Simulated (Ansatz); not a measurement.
# A hypothetical structure for CsZn4As2P, part 2 of 2

Starting from a made-up structure for CsZn4As2P, the aim is the relaxed cell, its shortest contacts and, where a second run follows, its electronic structure.

Ansatz 0.2.0; DFT, PBE, plane-wave PAW, files of the set soft_1, scalar-relativistic, no spin, cell and ions relaxed at zero pressure; PAW set soft_1 (the session's first sound run).

So far: The structure; Relaxing cell and atoms. The relaxed cell has a = 4.192, c = 10.602 Å (conventional setting).

### 3. Bands of the relaxed cell

With the geometry fixed, one more self-consistent run, with a narrower smearing and the mesh shown in its input, gives the bands, and its pressure, and its forces where symmetry allows any, show how far the geometry depends on these settings.

This step: DFT, PBE, plane-wave PAW, files of the set soft_1, scalar-relativistic, no spin, bands and density of states at the relaxed cell; PAW set soft_1 (Ansatz 0.2.0).

Input file input.yaml:

```yaml
crystal:
  lattice:
    - [4.1921639582, 0.0, 0.0]
    - [0.0, 4.1921639582, 0.0]
    - [0.0, 0.0, 10.6019039348]
  atoms:
    - { symbol: Cs, position: [0.0, 0.0, 0.5] }
    - { symbol: As, position: [0.5, 0.5, 0.72344867] }
    - { symbol: As, position: [0.5, 0.5, 0.27655133] }
    - { symbol: Zn, position: [0.5, 0.0, 0.8540751327] }
    - { symbol: Zn, position: [0.0, 0.5, 0.8540751327] }
    - { symbol: Zn, position: [0.5, 0.0, 0.1459248673] }
    - { symbol: Zn, position: [0.0, 0.5, 0.1459248673] }
    - { symbol: P, position: [0.0, 0.0, 0.0] }
kpoints:
  mp_grid: { grid: [8, 8, 4] }
  band_path:
    path:
      - [[0.0, 0.0, 0.0], [0.0, 0.5, 0.0], [0.5, 0.5, 0.0], [0.0, 0.0, 0.0], [0.0, 0.0, 0.5], [0.0, 0.5, 0.5], [0.5, 0.5, 0.5], [0.0, 0.0, 0.5]]
      - [[0.0, 0.5, 0.0], [0.0, 0.5, 0.5]]
      - [[0.5, 0.5, 0.0], [0.5, 0.5, 0.5]]
    npoints: 8
scf:
  occupations: { method: fermi_dirac, width: 0.03 }
  n_extra_bands: 12
hamiltonian:
  xc: pbe
  pseudopotentials: { kind: paw, azcp: { folder: soft_1 } }
output:
  forces: true
  stress: true
  write_bands: true
  dos: { projected: true }
  write_density: true
  write_potential: true
  elf: true
  volumetric_format: npy
```

On the command line:

```sh
> ansatz run input.yaml --threads 4 --pin off --max-ram 10240MiB --backend cpu --events-out ev --progress --plain --runs-dir out
```

Numbers of over 12 decimals in the logs are rounded to 6 here.

The program printed:

```text
[...]
Crystal: 8 atoms, lattice volume = 186.320 Å³
Basis set: ecut = 420 eV, 3615 PW (Γ), exchange–correlation on 60×60×144 points (8 copies of the dense FFT grid, shifted against one another)
Bands: 58, of which v1, the nominal top of the filled ones, is band 46 counted from 1 (45 counted from 0)
Symmetry: 16 space group operations
[...]
k-points: 45 of 256
[...]
SCF iter   1: F=—  HF=-29419.335910 eV  |F-HF|=—  |Δ(HF+E_count)|=         —  Δρ=3.28e-2  dr2=9.93e0  ethr=3.10e-3  ⟨swp⟩=8.6  Hψ=12647  notcnv=0  defer=5
[...]
SCF iter  11: F=-29417.507704 eV  HF=-29417.507704 eV  |F-HF|=6.96e-9  |Δ(HF+E_count)|=   1.17e-7  Δρ=2.69e-6  dr2=2.27e-8  ethr=1.09e-10  ⟨swp⟩=18.8  Hψ=22245  notcnv=0
SCF 1 converged in 11 iterations: F = -29417.507704 eV  dr2 = 2.27e-8
[...]
NSCF: frozen V_eff on 75 k-points
SCF converged after 11 iterations
Free energy (F): -29417.507704 eV
[...]
Internal energy: -29417.505515 eV  (E = F + TS)
E sigma→0 (E₀):  -29417.506609 eV
Entropy (-TS):   -0.002188 eV (-0.274 meV/atom)
Fermi energy:    7.737824 eV
[...]
--- Forces (eV/Å), atoms counted from 1 ---
  atom   1  Cs     0.00000000     0.00000000     0.00000000
  atom   2  As     0.00000000     0.00000000    -0.00543652
  atom   3  As     0.00000000     0.00000000     0.00543652
  atom   4  Zn     0.00000000     0.00000000    -0.02135622
  atom   5  Zn     0.00000000     0.00000000    -0.02135622
  atom   6  Zn     0.00000000     0.00000000     0.02135622
  atom   7  Zn     0.00000000     0.00000000     0.02135622
  atom   8  P     -0.00000000     0.00000000     0.00000000
  max |Σ_I F_I| component: 3.39e-30 eV/Å
--- Stress (GPa, compression-positive) ---
       -0.103650       0.000000       0.000000
        0.000000      -0.103650       0.000000
        0.000000       0.000000       0.188348
  P = ⅓ Tr σ = -0.0063 GPa (-0.063 kbar)
--- Band table (eV; the first three rows and the last of 45) ---
  k-point 0: bands = [... 42 lower, 6.3703, 7.4313, 7.6418, 7.7485, 7.7485, 8.6647, 9.1707, 9.2726, ... 8 higher]
  k-point 1: bands = [... 42 lower, 6.4100, 7.1855, 7.4368, 7.7050, 7.7050, 9.0204, 9.1551, 9.4811, ... 8 higher]
  k-point 2: bands = [... 42 lower, 6.4516, 6.8080, 7.4426, 7.6596, 7.6596, 9.0678, 9.2409, 10.0704, ... 8 higher]
  k-point 44: bands = [... 42 lower, 4.9962, 4.9962, 5.4197, 5.4213, 9.2678, 9.5670, 9.5670, 10.8548, ... 8 higher]
```

Elapsed: 19 s, on 4 threads of AMD EPYC 7R32 (Zen 2), shared host; peak memory 1 GiB.

Reading the cycles: dr2 is the Hartree energy of the density residual (eV), the measure of convergence; HF is the Harris–Foulkes estimate of the energy, which meets the free energy F at convergence.

Numbers from this step:

```
free energy             : -29417.5077 eV
energy at zero smearing : -29417.5066 eV
smearing term TS        : 0.002188 eV
Fermi energy            : 7.738 eV
pressure                : -0.006317 GPa
```

From bands.tsv, the bands that come nearest the Fermi level along the path, at its corners, in eV from the Fermi level:

```tsv
point	band 43	band 44	band 45	band 46	band 47	band 48	band 49	band 50
Γ	-1.37	-0.31	-0.10	0.01	0.01	0.93	1.43	1.53
X	-1.33	-0.93	-0.74	-0.51	0.70	1.45	2.61	2.69
M	-2.75	-2.53	-2.53	-1.75	1.14	1.34	1.34	1.95
Γ	-1.37	-0.31	-0.10	0.01	0.01	0.93	1.43	1.53
Z	-1.29	-0.93	-0.30	-0.08	-0.08	1.33	1.50	2.33
R	-1.56	-0.89	-0.67	-0.59	0.96	1.69	2.40	2.78
A	-2.74	-2.74	-2.32	-2.32	1.53	1.83	1.83	3.12
Z	-1.29	-0.93	-0.30	-0.08	-0.08	1.33	1.50	2.33
X	-1.33	-0.93	-0.74	-0.51	0.70	1.45	2.61	2.69
R	-1.56	-0.89	-0.67	-0.59	0.96	1.69	2.40	2.78
M	-2.75	-2.53	-2.53	-1.75	1.14	1.34	1.34	1.95
A	-2.74	-2.74	-2.32	-2.32	1.53	1.83	1.83	3.12
```

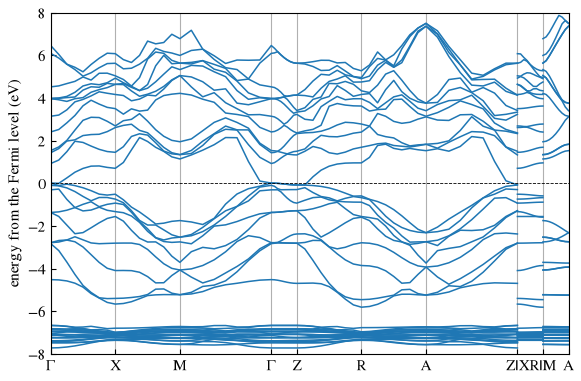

Bands along the path. 17 bands lie wholly below the window drawn.

Counts of states for the cell as run, both spins, by energy window (eV from the Fermi level):

| from | to | total |
| --- | --- | --- |
| -8 | -7 | 26.69 |
| -7 | -6 | 13.31 |
| -6 | -5 | 2.15 |
| -5 | -4 | 2.43 |
| -4 | -3 | 2.29 |
| -3 | -2 | 4.25 |
| -2 | -1 | 4.39 |
| -1 | 0 | 2.49 |
| 0 | 1 | 0.38 |
| 1 | 2 | 3.11 |
| 2 | 3 | 4.21 |
| 3 | 4 | 4.07 |
| 4 | 5 | 5.94 |

A further 34.0 states lie below the table's range.

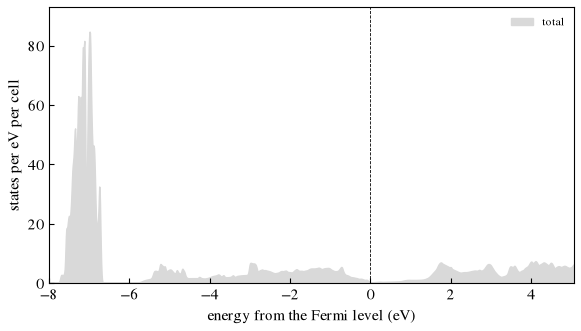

Total density of states, smoothed over about 0.04 eV.

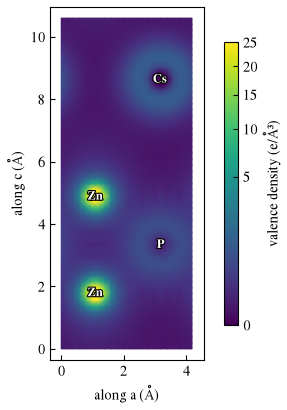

Valence density in the ac plane at fractional y = 0.000, with atoms of Cs and Zn and P within 0.2 Å of it. It is the smooth field of the valence electrons, not physical close to the nuclei. The map starts off the cell's origin, so that atoms lie inside it. The colour scale is stretched toward low values.

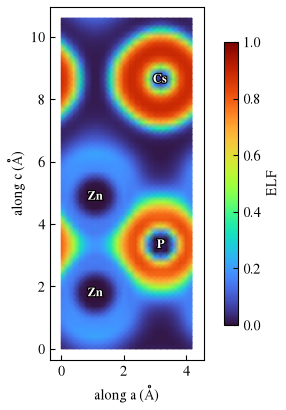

ELF in the ac plane at fractional y = 0.000, with atoms of Cs and Zn and P within 0.2 Å of it. It is the smooth field of the valence electrons, not physical close to the nuclei. The map starts off the cell's origin, so that atoms lie inside it.

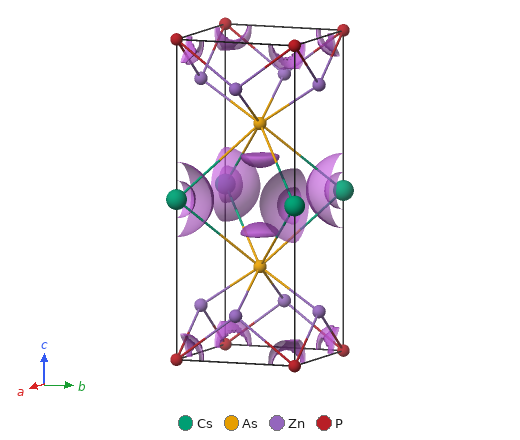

Surface of ELF = 0.81.

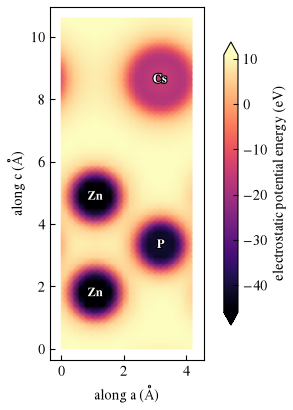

Electrostatic potential energy in the ac plane at fractional y = 0.000, with atoms of Cs and Zn and P within 0.2 Å of it. With pseudopotentials it is smooth inside the atoms' cores, unlike the true potential. The map starts off the cell's origin, so that atoms lie inside it.

### 4. Results

| Item | Value |
| --- | --- |
| space group, relaxed | P4/mmm |
| conventional cell | a = 4.192, b = 4.192, c = 10.602 Å; α = 90.0°, β = 90.0°, γ = 90.0° |
| volume per atom | 23.29 Å³ (guess 23.48) |

In words: CsZn4As2P relaxes to P4/mmm with a = 4.192, b = 4.192 and c = 10.602 Å. The guessed volume was near the relaxed one. The space group P4/mmm was held in the relaxation, so the end point is a stationary structure within it and may be a saddle against distortions or other arrangements. Bands cross the Fermi level, so it is a metal or semimetal at this level. Semilocal functionals can close a small real gap, so this isn't settled for compounds with anions. On the 8×8×4 mesh with the narrower smearing (relaxed on 6×6×3) the largest force component is 0.021 eV/Å and the largest stress component is 0.188 GPa, against the relaxation's thresholds of 0.015 eV/Å and 0.05 GPa. The cutoff wasn't tested. Spin-orbit coupling is left out, which can matter for elements this heavy. No dispersion term is used, so weakly bound directions may come out too long. Nothing here tests whether the compound is stable against decomposition.

[Logs are printed without paths, hosts, clocks, repeated set-up lines and the standing remarks that a program may print on its own settings, such as how far it seeks lower states.]

[Hosts, paths, dates, database ids (printed as entryN), source tags and the programs' standing remarks are cut or masked in the printed files.]
